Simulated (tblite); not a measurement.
# Geometry relaxation of C4H10Ge

C4H10Ge, SMILES C[C@@H]1C[C@H]1[GeH3], computed with GFN2-xTB geometry optimisation, gas phase (tblite 0.8.0).

It belongs to a series of runs on one base structure; here: constitutional isomer.

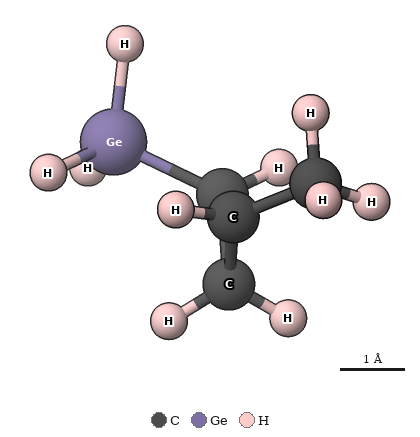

The starting structure (ball-and-stick view, seen at a tilt). Sticks mark near contacts. Bond lengths as drawn: C–C 1.48 to 1.53 Å, C–Ge 1.94 Å, C–H 1.10 to 1.12 Å and Ge–H 1.55 to 1.56 Å.

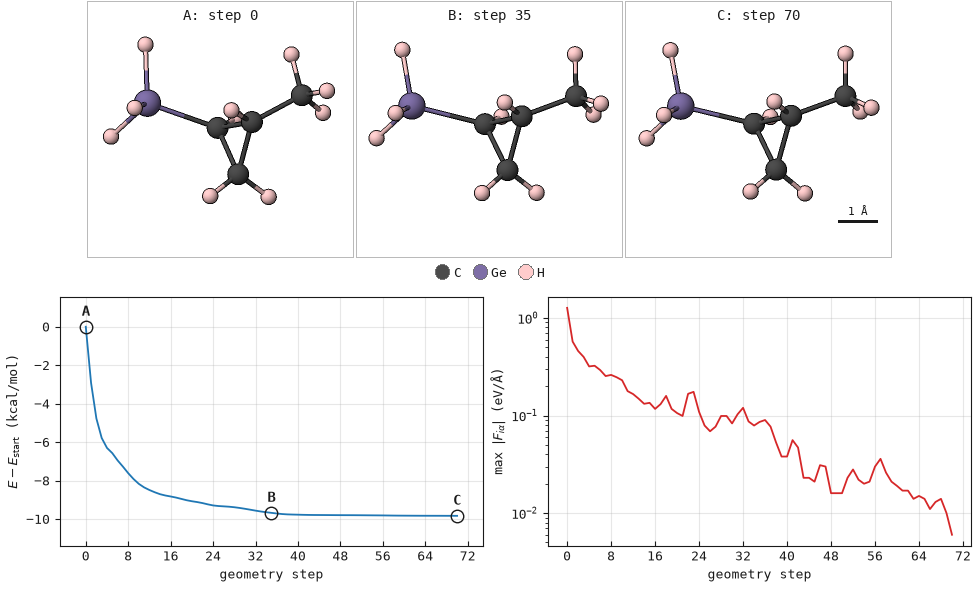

Frames of the relaxation (ball-and-stick view, seen at a tilt) above the curves, on which the letters mark them (steps are counted from 0).

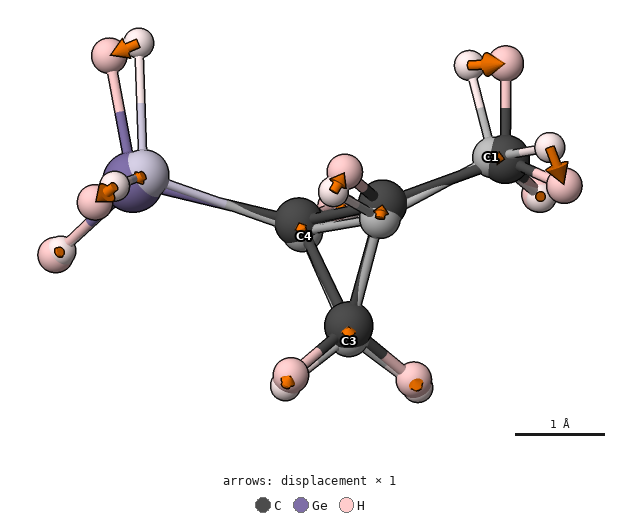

Start (faint) and end (solid) with the displacements as orange arrows, at true length (ball-and-stick view, seen at a tilt). The two geometries are laid on each other by the best rigid fit. The largest move after the best rigid fit is that of H8, 0.48 Å. Largest moves by element: H 0.48 Å, C 0.17 Å, Ge 0.16 Å. Distances before and after: Ge5–H13 1.559 → 1.496 Å, Ge5–H14 1.551 → 1.496 Å, C1–H6 1.124 → 1.089 Å, C3–H10 1.108 → 1.082 Å. Among the angles that change: C1–C2–C4 111.1° → 120.1°, C2–C4–Ge5 112.3° → 120.1°, C4–Ge5–H14 106.9° → 112.2°. The energy falls by 9.83 kcal/mol in 70 geometry steps. Largest force component: 1.3 eV/Å at the start, 0.006 eV/Å at the end. (Atoms are counted from 1 in the order of the input.)

The input that produced these results follows, with the program's output.

### The input
```
{"job": {"kind": "relax", "xc": "GFN2-xTB", "basis": "xTB"}, "charge": 0, "multiplicity": 1}
C     -1.902200    -0.554000     0.203400
C     -0.734000     0.380100     0.193400
C     -0.169400     0.945100    -1.061900
C      0.473500    -0.258600    -0.488200
Ge     2.078100    -0.133500     0.590600
H     -2.788500    -0.082200     0.709600
H     -2.153900    -0.967100    -0.788400
H     -1.618200    -1.407300     0.865000
H     -0.512500     0.947800     1.116600
H      0.367600     1.904300    -0.923700
H     -0.732500     0.801100    -2.010600
H      0.286300    -1.217800    -1.023500
H      2.166600    -1.421500     1.464600
H      3.275400    -0.037600    -0.390000
H      1.959300     1.109300     1.521200
```

The first line tells a small driver script what to run in tblite; the rest is the geometry in Å.

Launched with:
```bash
OMP_NUM_THREADS=1 python <driver script> task.json out
```

### What the program printed
```
step      E/eV     max force
  0    -422.74707    1.632
  1    -422.87382    0.713
  2    -422.95382    0.581
  3    -422.99783    0.538
  4    -423.02028    0.339
  5    -423.03198    0.333
  6    -423.04838    0.330
  7    -423.06236    0.395
  8    -423.07716    0.402
  9    -423.09029    0.293
 10    -423.10124    0.271
 11    -423.10922    0.237
 12    -423.11513    0.209
 13    -423.12017    0.176
 14    -423.12453    0.179
 15    -423.12748    0.161
 16    -423.12968    0.143
 17    -423.13210    0.154
 18    -423.13510    0.198
 19    -423.13811    0.150
 20    -423.14041    0.117
 21    -423.14227    0.126
 22    -423.14456    0.181
 23    -423.14742    0.204
 24    -423.14987    0.135
 25    -423.15120    0.091
 26    -423.15195    0.077
 27    -423.15274    0.091
 28    -423.15393    0.112
 29    -423.15553    0.121
 30    -423.15742    0.110
 31    -423.15947    0.107
 32    -423.16159    0.123
 33    -423.16355    0.116
 34    -423.16518    0.109
 35    -423.16661    0.105
 36    -423.16803    0.093
 37    -423.16928    0.088
 38    -423.17004    0.053
 39    -423.17042    0.048
 40    -423.17072    0.043
 41    -423.17104    0.064
 42    -423.17128    0.052
 43    -423.17142    0.026
 44    -423.17148    0.027
 45    -423.17155    0.025
 46    -423.17163    0.034
 47    -423.17172    0.031
 48    -423.17179    0.020
 49    -423.17183    0.020
 50    -423.17186    0.018
 51    -423.17192    0.025
 52    -423.17201    0.031
 53    -423.17211    0.027
 54    -423.17221    0.025
 55    -423.17230    0.027
 56    -423.17240    0.030
 57    -423.17256    0.039
 58    -423.17272    0.036
 59    -423.17284    0.026
 60    -423.17291    0.021
 61    -423.17298    0.018
 62    -423.17305    0.023
 63    -423.17310    0.018
 64    -423.17314    0.018
 65    -423.17316    0.016
 66    -423.17318    0.014
 67    -423.17321    0.020
 68    -423.17326    0.018
 69    -423.17329    0.014
 70    -423.17331    0.009
```

### Trajectory as extended XYZ (Å, eV, eV/Å), 15 of the 71 frames kept, from step=0 to step=70
```
15
Properties=species:S:1:pos:R:3:forces:R:3 step=0 energy=-422.74707
C    -1.9022   -0.5540    0.2034   -0.9970  -0.2340   1.2710
C    -0.7340    0.3801    0.1934    0.5610  -0.5680  -0.3630
C    -0.1694    0.9451   -1.0619   -0.3540   0.8780  -0.6580
C     0.4735   -0.2586   -0.4882    0.1560  -0.5890   0.3420
Ge    2.0781   -0.1335    0.5906    0.4740  -0.1730  -0.0050
H    -2.7885   -0.0822    0.7096    0.5420  -0.3960  -0.7970
H    -2.1539   -0.9671   -0.7884    0.0560   0.4790   0.5360
H    -1.6182   -1.4073    0.8650   -0.3120   0.3760  -0.4830
H    -0.5125    0.9478    1.1166   -0.4000  -0.4430  -0.5020
H     0.3676    1.9043   -0.9237   -0.4720  -0.5900  -0.4890
H    -0.7325    0.8011   -2.0106    0.5090   0.4160   0.8150
H     0.2863   -1.2178   -1.0235    0.1070   0.7750   0.5210
H     2.1666   -1.4215    1.4646    0.1310   0.6630  -0.3730
H     3.2754   -0.0376   -0.3900   -0.2150  -0.0100   0.6570
H     1.9593    1.1093    1.5212    0.2140  -0.5840  -0.4720
15
Properties=species:S:1:pos:R:3:forces:R:3 step=5 energy=-423.03198
C    -1.9209   -0.5594    0.2407   -0.2230  -0.1130   0.0420
C    -0.7240    0.3337    0.1827    0.0600   0.0630   0.0140
C    -0.1778    0.9473   -1.0568   -0.0120   0.1080  -0.1350
C     0.4959   -0.2541   -0.4634   -0.0860  -0.0560  -0.0680
Ge    2.1071   -0.1432    0.5809    0.0190   0.0040  -0.1050
H    -2.7981   -0.0806    0.6689    0.0030   0.0840  -0.0220
H    -2.1640   -0.9272   -0.7477   -0.1270  -0.0510  -0.1790
H    -1.6508   -1.4149    0.8594   -0.2150  -0.0620   0.0720
H    -0.5500    0.9071    1.0795   -0.0470   0.0810   0.2850
H     0.3369    1.8944   -0.9675   -0.1010   0.0700   0.0120
H    -0.7136    0.8343   -1.9869   -0.0110  -0.0560  -0.0270
H     0.2970   -1.1784   -0.9918    0.1130  -0.0820  -0.0090
H     2.1905   -1.3610    1.4329    0.1560  -0.0440   0.0490
H     3.2775   -0.0380   -0.3231    0.3240   0.0120   0.0780
H     1.9901    1.0478    1.4704    0.1470   0.0410  -0.0060
15
Properties=species:S:1:pos:R:3:forces:R:3 step=10 energy=-423.10124
C    -1.9622   -0.5694    0.2366    0.1320   0.1640  -0.1450
C    -0.7357    0.3187    0.1953   -0.0670  -0.0780  -0.0100
C    -0.1997    0.9523   -1.0556   -0.0490  -0.1820   0.1780
C     0.4900   -0.2487   -0.4676    0.1390   0.0400   0.0920
Ge    2.1454   -0.1480    0.5402    0.0640   0.1000   0.1100
H    -2.8179   -0.0435    0.6440   -0.1200   0.1090   0.0210
H    -2.2142   -0.9211   -0.7623    0.0120  -0.0280   0.0320
H    -1.7591   -1.4330    0.8733   -0.0440   0.0660  -0.0690
H    -0.5907    0.8867    1.1190    0.0290  -0.1410  -0.2300
H     0.2855    1.9181   -0.9820   -0.0390  -0.0610   0.1250
H    -0.7201    0.8268   -1.9930   -0.1190  -0.0860   0.0280
H     0.3373   -1.1901   -0.9860   -0.0610   0.0790  -0.0540
H     2.2665   -1.3435    1.4294    0.0390  -0.0380  -0.0330
H     3.4031   -0.0356   -0.2558    0.0280  -0.0220  -0.0580
H     2.0674    1.0383    1.4427    0.0590   0.0790   0.0120
15
Properties=species:S:1:pos:R:3:forces:R:3 step=15 energy=-423.12748
C    -1.9854   -0.5552    0.2201   -0.0430  -0.0630   0.0400
C    -0.7396    0.2922    0.1951    0.0260  -0.0120   0.0260
C    -0.2109    0.9327   -1.0431    0.0170   0.0480  -0.0200
C     0.5075   -0.2503   -0.4543   -0.0630  -0.0480  -0.0180
Ge    2.1796   -0.1317    0.5467   -0.0160  -0.0240  -0.0290
H    -2.8365   -0.0038    0.6246    0.0880   0.0040  -0.1350
H    -2.2336   -0.9228   -0.7735   -0.0160   0.0630  -0.0070
H    -1.8154   -1.4203    0.8624   -0.0510   0.0070   0.0120
H    -0.5955    0.8593    1.1072    0.0250   0.0230   0.0920
H     0.2487    1.9076   -0.9526   -0.0210   0.0090   0.0130
H    -0.7461    0.7973   -1.9745    0.0420  -0.0420   0.0670
H     0.3476   -1.1761   -0.9951    0.0940  -0.0500  -0.0060
H     2.3076   -1.3442    1.4194    0.0100   0.0430  -0.0140
H     3.4524   -0.0399   -0.2451   -0.1240   0.0040  -0.0380
H     2.1152    1.0631    1.4406    0.0340   0.0390   0.0180
15
Properties=species:S:1:pos:R:3:forces:R:3 step=20 energy=-423.14041
C    -1.9955   -0.5557    0.2110   -0.0040   0.0460  -0.0240
C    -0.7353    0.2705    0.2092    0.0020  -0.0230   0.0210
C    -0.2120    0.9222   -1.0248   -0.0160  -0.0210   0.0310
C     0.5114   -0.2626   -0.4450    0.0470   0.0320   0.0190
Ge    2.1825   -0.1185    0.5493   -0.0040   0.0190   0.0220
H    -2.8338    0.0335    0.5716   -0.0700   0.0390   0.0680
H    -2.2451   -0.9051   -0.7880    0.0990  -0.0560  -0.0280
H    -1.8680   -1.4181    0.8647   -0.0710   0.0040  -0.0170
H    -0.5879    0.8395    1.1239   -0.0150  -0.0900   0.0210
H     0.2234    1.9067   -0.9292    0.0370  -0.0090  -0.0420
H    -0.7520    0.7649   -1.9466    0.0090   0.0500  -0.0450
H     0.3860   -1.1853   -1.0031    0.0010   0.0180   0.0520
H     2.3348   -1.3299    1.4112    0.0030  -0.0010   0.0620
H     3.4312   -0.0399   -0.2660   -0.0030   0.0280  -0.1060
H     2.1559    1.0858    1.4399   -0.0140  -0.0370  -0.0330
15
Properties=species:S:1:pos:R:3:forces:R:3 step=25 energy=-423.15120
C    -2.0118   -0.5469    0.1997   -0.0040  -0.0280   0.0010
C    -0.7322    0.2473    0.2262   -0.0280   0.0400  -0.0170
C    -0.2149    0.9135   -1.0042    0.0480   0.0040  -0.0170
C     0.5203   -0.2668   -0.4304   -0.0360  -0.0310   0.0330
Ge    2.1921   -0.1094    0.5529    0.0490  -0.0250  -0.0290
H    -2.8442    0.0710    0.5376    0.0150  -0.0430  -0.0790
H    -2.2192   -0.9050   -0.8065   -0.0270   0.0070   0.0090
H    -1.9408   -1.4107    0.8598   -0.0010   0.0110   0.0240
H    -0.5853    0.7923    1.1540   -0.0120   0.0010   0.0170
H     0.2170    1.9009   -0.9229    0.0390  -0.0070   0.0370
H    -0.7491    0.7557   -1.9314   -0.0070   0.0210   0.0310
H     0.4208   -1.1901   -0.9908   -0.0630  -0.0030  -0.0020
H     2.3586   -1.3133    1.4269    0.0320   0.0310   0.0090
H     3.4006   -0.0290   -0.3247    0.0040   0.0040  -0.0120
H     2.1837    1.0985    1.4317   -0.0100   0.0190  -0.0050
15
Properties=species:S:1:pos:R:3:forces:R:3 step=30 energy=-423.15742
C    -2.0189   -0.5488    0.1884   -0.0430   0.0270  -0.0190
C    -0.7382    0.2443    0.2347    0.0410  -0.0830   0.0600
C    -0.2013    0.9093   -0.9891   -0.0670   0.0160   0.0680
C     0.5148   -0.2811   -0.4093    0.0190   0.0180  -0.0770
Ge    2.2079   -0.1083    0.5445   -0.0760   0.0150  -0.0100
H    -2.8563    0.0782    0.4848   -0.0610   0.0480   0.0230
H    -2.2139   -0.9106   -0.8177    0.0460  -0.0770  -0.0260
H    -1.9805   -1.4008    0.8676    0.0480   0.0330  -0.0370
H    -0.5938    0.7666    1.1754   -0.0270   0.0620  -0.0050
H     0.2381    1.8932   -0.9004    0.0330  -0.0250   0.0350
H    -0.7478    0.7637   -1.9112    0.0520   0.0180   0.0040
H     0.4051   -1.1958   -0.9810   -0.0190  -0.0370   0.0250
H     2.3936   -1.2903    1.4432    0.0610   0.0010  -0.0170
H     3.3914   -0.0205   -0.3686   -0.0150  -0.0100   0.0340
H     2.1954    1.1090    1.4167    0.0070  -0.0070  -0.0570
15
Properties=species:S:1:pos:R:3:forces:R:3 step=35 energy=-423.16661
C    -2.0367   -0.5448    0.1689    0.0570   0.0120   0.0080
C    -0.7436    0.2297    0.2569   -0.0550   0.0790  -0.0420
C    -0.1948    0.9083   -0.9534    0.0330  -0.0310  -0.0270
C     0.5041   -0.3011   -0.3954   -0.0340  -0.0280   0.0860
Ge    2.2109   -0.1093    0.5284   -0.0220   0.0020   0.0280
H    -2.8844    0.0946    0.4149    0.0400  -0.0110  -0.0020
H    -2.1884   -0.9411   -0.8342    0.0500   0.0100   0.0370
H    -2.0182   -1.3781    0.8692   -0.0510  -0.0190   0.0160
H    -0.6146    0.7506    1.2021   -0.0050  -0.0300  -0.0310
H     0.2807    1.8739   -0.8522   -0.0230   0.0100   0.0530
H    -0.7308    0.7865   -1.8826   -0.0220   0.0340  -0.0430
H     0.3731   -1.2165   -0.9614    0.0330  -0.0020  -0.0090
H     2.4614   -1.2560    1.4563    0.0230  -0.0290  -0.0390
H     3.3692   -0.0131   -0.4146   -0.0080  -0.0160   0.0190
H     2.2076    1.1243    1.3755   -0.0160   0.0200  -0.0520
15
Properties=species:S:1:pos:R:3:forces:R:3 step=40 energy=-423.17072
C    -2.0436   -0.5422    0.1599   -0.0260  -0.0270   0.0110
C    -0.7526    0.2263    0.2651    0.0170  -0.0230   0.0070
C    -0.1872    0.9027   -0.9374   -0.0030   0.0160  -0.0060
C     0.4943   -0.3165   -0.3745    0.0180   0.0180  -0.0310
Ge    2.2100   -0.1092    0.5254    0.0380  -0.0190  -0.0020
H    -2.8922    0.1077    0.3696    0.0020  -0.0060  -0.0150
H    -2.1617   -0.9552   -0.8392   -0.0090  -0.0040  -0.0140
H    -2.0588   -1.3656    0.8725   -0.0060   0.0060   0.0250
H    -0.6271    0.7349    1.2152   -0.0020   0.0290   0.0140
H     0.2944    1.8631   -0.8124   -0.0150   0.0020   0.0030
H    -0.7220    0.8036   -1.8716    0.0280   0.0080   0.0050
H     0.3694   -1.2278   -0.9491    0.0000   0.0050   0.0150
H     2.5081   -1.2432    1.4540   -0.0070  -0.0200  -0.0110
H     3.3496   -0.0131   -0.4400   -0.0100  -0.0140  -0.0020
H     2.2150    1.1426    1.3406   -0.0240   0.0300   0.0010
15
Properties=species:S:1:pos:R:3:forces:R:3 step=45 energy=-423.17155
C    -2.0441   -0.5455    0.1602    0.0100   0.0090  -0.0030
C    -0.7523    0.2247    0.2664    0.0000  -0.0020   0.0020
C    -0.1863    0.9039   -0.9351    0.0030   0.0000   0.0070
C     0.4963   -0.3151   -0.3741    0.0000   0.0010   0.0130
Ge    2.2132   -0.1107    0.5262   -0.0190   0.0120  -0.0040
H    -2.8927    0.1065    0.3618   -0.0060   0.0050  -0.0040
H    -2.1589   -0.9598   -0.8393    0.0010  -0.0210   0.0140
H    -2.0639   -1.3636    0.8791    0.0010   0.0050  -0.0020
H    -0.6299    0.7388    1.2152   -0.0020  -0.0050  -0.0070
H     0.2936    1.8641   -0.8048   -0.0030   0.0130   0.0040
H    -0.7153    0.8093   -1.8723    0.0030  -0.0060  -0.0030
H     0.3683   -1.2281   -0.9452    0.0070   0.0110  -0.0030
H     2.5119   -1.2484    1.4501   -0.0090  -0.0010   0.0010
H     3.3475   -0.0173   -0.4434    0.0140  -0.0040  -0.0110
H     2.2082    1.1491    1.3334   -0.0010  -0.0170  -0.0040
15
Properties=species:S:1:pos:R:3:forces:R:3 step=50 energy=-423.17186
C    -2.0449   -0.5456    0.1598   -0.0020  -0.0060   0.0020
C    -0.7529    0.2237    0.2672   -0.0050   0.0070  -0.0050
C    -0.1851    0.9055   -0.9321   -0.0070   0.0030  -0.0030
C     0.4971   -0.3139   -0.3712    0.0000   0.0040  -0.0110
Ge    2.2146   -0.1103    0.5237    0.0120  -0.0070   0.0020
H    -2.8940    0.1087    0.3537    0.0060  -0.0040  -0.0080
H    -2.1574   -0.9697   -0.8358    0.0080  -0.0010  -0.0020
H    -2.0686   -1.3598    0.8827    0.0010   0.0080   0.0160
H    -0.6321    0.7382    1.2157   -0.0020  -0.0040   0.0040
H     0.2905    1.8680   -0.7992   -0.0010  -0.0070   0.0010
H    -0.7101    0.8093   -1.8714   -0.0040   0.0030  -0.0010
H     0.3711   -1.2249   -0.9453   -0.0020   0.0000  -0.0110
H     2.5111   -1.2489    1.4479   -0.0040   0.0040   0.0000
H     3.3498   -0.0208   -0.4478   -0.0100  -0.0010   0.0090
H     2.2067    1.1485    1.3300    0.0110   0.0010   0.0070
15
Properties=species:S:1:pos:R:3:forces:R:3 step=55 energy=-423.17230
C    -2.0448   -0.5483    0.1594    0.0000   0.0020   0.0030
C    -0.7547    0.2230    0.2670    0.0090  -0.0110   0.0010
C    -0.1874    0.9090   -0.9296    0.0080   0.0020  -0.0010
C     0.4974   -0.3102   -0.3724   -0.0030  -0.0080  -0.0010
Ge    2.2162   -0.1112    0.5213   -0.0160   0.0070   0.0090
H    -2.8945    0.1097    0.3348   -0.0140   0.0070  -0.0080
H    -2.1483   -0.9877   -0.8304    0.0070  -0.0150   0.0110
H    -2.0746   -1.3468    0.8993   -0.0030  -0.0130  -0.0050
H    -0.6372    0.7335    1.2183    0.0130   0.0050  -0.0090
H     0.2867    1.8705   -0.7895   -0.0010   0.0170  -0.0170
H    -0.7068    0.8120   -1.8719   -0.0150   0.0210   0.0070
H     0.3731   -1.2175   -0.9528   -0.0040  -0.0060   0.0010
H     2.5079   -1.2481    1.4470    0.0020  -0.0150   0.0070
H     3.3484   -0.0262   -0.4516    0.0070   0.0000  -0.0020
H     2.2142    1.1463    1.3291    0.0100   0.0070   0.0030
15
Properties=species:S:1:pos:R:3:forces:R:3 step=60 energy=-423.17291
C    -2.0429   -0.5525    0.1628    0.0050   0.0000  -0.0070
C    -0.7546    0.2229    0.2639   -0.0010   0.0130   0.0030
C    -0.1901    0.9163   -0.9306   -0.0080   0.0010   0.0010
C     0.4977   -0.3044   -0.3790    0.0050   0.0120  -0.0010
Ge    2.2143   -0.1130    0.5225    0.0080  -0.0050  -0.0030
H    -2.8963    0.1078    0.3147    0.0070  -0.0140  -0.0070
H    -2.1352   -1.0171   -0.8164   -0.0040  -0.0040  -0.0030
H    -2.0760   -1.3350    0.9201   -0.0090   0.0070  -0.0060
H    -0.6367    0.7335    1.2148    0.0190   0.0040   0.0070
H     0.2786    1.8809   -0.7890    0.0020  -0.0100   0.0020
H    -0.7103    0.8245   -1.8731   -0.0150  -0.0030   0.0060
H     0.3741   -1.2087   -0.9649    0.0040   0.0030   0.0120
H     2.4961   -1.2560    1.4464   -0.0040   0.0060  -0.0060
H     3.3513   -0.0348   -0.4478   -0.0050  -0.0030   0.0090
H     2.2256    1.1437    1.3335   -0.0050  -0.0070  -0.0060
15
Properties=species:S:1:pos:R:3:forces:R:3 step=65 energy=-423.17316
C    -2.0424   -0.5539    0.1611    0.0000   0.0010   0.0030
C    -0.7546    0.2227    0.2658    0.0050  -0.0050   0.0030
C    -0.1923    0.9189   -0.9277    0.0020   0.0000  -0.0020
C     0.4982   -0.3014   -0.3792   -0.0030  -0.0030   0.0000
Ge    2.2155   -0.1134    0.5215   -0.0040   0.0000  -0.0050
H    -2.8974    0.1074    0.2964   -0.0010   0.0060  -0.0040
H    -2.1278   -1.0313   -0.8128    0.0140   0.0060  -0.0030
H    -2.0856   -1.3266    0.9273    0.0050  -0.0010   0.0020
H    -0.6331    0.7309    1.2177   -0.0070  -0.0010   0.0040
H     0.2771    1.8826   -0.7843   -0.0010   0.0020  -0.0010
H    -0.7154    0.8291   -1.8687   -0.0070  -0.0040   0.0040
H     0.3762   -1.2057   -0.9652   -0.0020   0.0000   0.0030
H     2.4958   -1.2557    1.4457   -0.0040  -0.0010  -0.0030
H     3.3499   -0.0389   -0.4504    0.0100  -0.0030  -0.0010
H     2.2316    1.1432    1.3309   -0.0050   0.0030   0.0010
15
Properties=species:S:1:pos:R:3:forces:R:3 step=70 energy=-423.17331
C    -2.0400   -0.5544    0.1617    0.0060   0.0020  -0.0040
C    -0.7533    0.2236    0.2675    0.0010   0.0060   0.0030
C    -0.1949    0.9209   -0.9274    0.0000  -0.0050   0.0040
C     0.4981   -0.2990   -0.3811    0.0030  -0.0020   0.0020
Ge    2.2156   -0.1135    0.5191    0.0030   0.0010   0.0010
H    -2.8965    0.1070    0.2876    0.0020  -0.0010   0.0020
H    -2.1173   -1.0362   -0.8106   -0.0010  -0.0030  -0.0010
H    -2.0852   -1.3230    0.9319   -0.0030   0.0000  -0.0020
H    -0.6327    0.7311    1.2197    0.0010   0.0010   0.0050
H     0.2747    1.8849   -0.7854   -0.0060  -0.0040  -0.0040
H    -0.7232    0.8301   -1.8655    0.0040   0.0020   0.0020
H     0.3759   -1.2044   -0.9652   -0.0060   0.0010  -0.0060
H     2.4890   -1.2578    1.4432   -0.0030   0.0000  -0.0010
H     3.3549   -0.0435   -0.4482   -0.0020   0.0010   0.0030
H     2.2304    1.1421    1.3308    0.0010   0.0010  -0.0040
```

### Key numbers

```tsv
quantity	value
outcome	converged
total energy	−423.1733 eV
hardware	1 CPU thread, shared host
peak memory	0.18 GiB
```
